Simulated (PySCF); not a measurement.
GeH2Me(NHMe) (C2H9GeN).

Computed with PySCF, PBE0/def2-SVPD, geometry: GFN2-xTB. No frequency check shows the geometry to be a minimum. GFN2-xTB bond lengths at metals and heavier atoms can be off by up to 0.1 Å and shapes distorted, which carries into these values.

Geometry (Å), atoms numbered from 1:

```
Ge1     -0.3837    0.3879   -0.0136
H2      -0.2403    1.2617    1.2032
H3      -0.4286    1.3310   -1.2080
C4      -1.9615   -0.7789    0.0433
H5      -2.8722   -0.1957    0.1451
H6      -1.8945   -1.4580    0.8893
H7      -2.0424   -1.3717   -0.8642
N8       1.0809   -0.6907    0.0338
C9       2.4299   -0.1544    0.0301
H10      1.0252   -1.5165   -0.5473
H11      2.7649    0.1797   -0.9589
H12      2.4606    0.7009    0.7042
H13      3.1298   -0.9092    0.3949
```

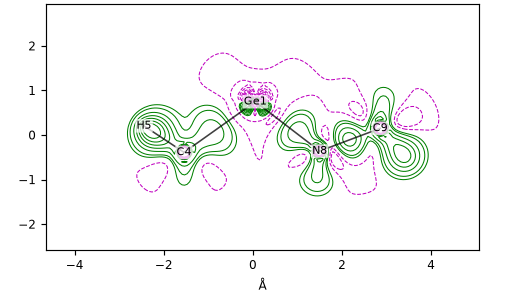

Deformation density (molecule less spherical, spin-averaged free atoms) in the plane of Ge1, C4, H5, N8 and C9; contours at ±0.05 to ±0.8 e/Å³; solid green lines: gain, dashed magenta lines: loss.

Q: Describe the bonding that the map shows.

A: C4–H5: +0.65 e/Å³ at the bond critical point (bond length 1.09 Å). N8–C9: +0.29 e/Å³ at the bond critical point (bond length 1.45 Å). Ge1–C4: +0.18 e/Å³ at the bond critical point (bond length 1.96 Å). Ge1–N8: +0.10 e/Å³ at the bond critical point (bond length 1.82 Å); up to 0.6 Å beside the axis the gain reaches +0.29 e/Å³. In all, 2.7 electrons gather in the regions of gain relative to the promolecule. A small or negative value marks a very polar bond, one between electron-rich atoms, whose free-atom densities already overlap strongly, a long bond to a heavier atom, or a closed-shell contact such as a hydrogen bond.

Q: Where do the Hirshfeld charges lie?

A: The highest Hirshfeld charge is on Ge1 (+0.36 e), the lowest on N8 (−0.24 e).

Run time: 29 s on 1 thread of Arm Neoverse V1 (shared host), peak memory 0.67 GiB.
